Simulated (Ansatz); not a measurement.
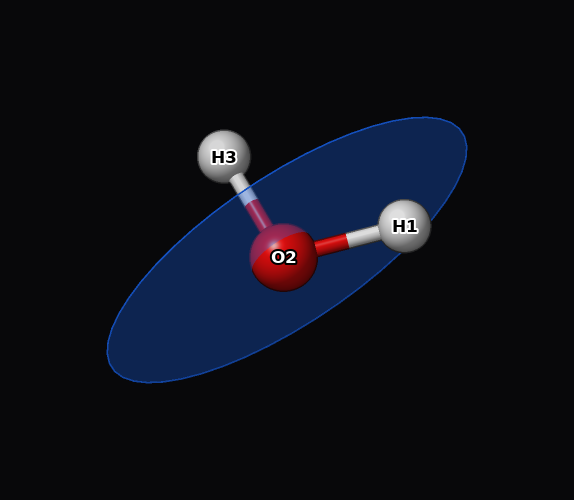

A disc through the centre of mass is drawn in. Distant atoms are faded towards the background colour. Computed geometry: PBE0-D4/def2-TZVP optimisation.

Q: Is the plane of the disc a mirror plane of the structure?

A: No. The point group is C2v, with 1 C2 axis and 2 mirror planes, and this plane isn't one of its mirror planes.
